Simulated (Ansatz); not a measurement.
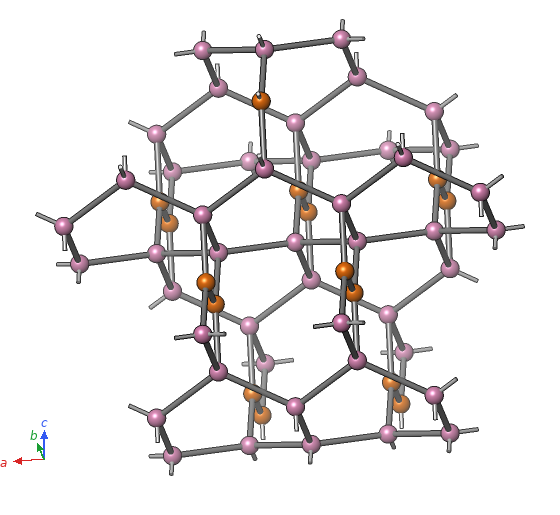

A cut-out of a periodic net derived from a crystal structure. Nodes are coloured by topological kind. Edges to nodes outside the piece are drawn as stubs.

**Describe the net.**

A binodal (3,4)-connected, three-periodic net.

**Give point symbol and coordination sequence of each kind of node.**

3-connected node: 4^2.6, sequence 3, 6, 16, 32, 51, 72; 4-connected node: 4.6^3.8^2, sequence 4, 10, 20, 36, 55, 77.

Where the net comes from. The compound is Si2C (space group Immm, No. 71), taken as coordinates from a relaxation with Ansatz 0.2.0, DFT PBE, scalar-relativistic, plane waves, PAW; the starting structure was generated, so it need not be a known form of this composition. Bonds are taken as C–C below 1.6 Å, C–Si below 2.1 Å and Si–Si below 2.7 Å. Atoms with one bond or none are removed and atoms with two bonds are replaced by edges, until no such atom is left. C is a 3-connected node; Si is a 4-connected node, in the ratio 1:2.
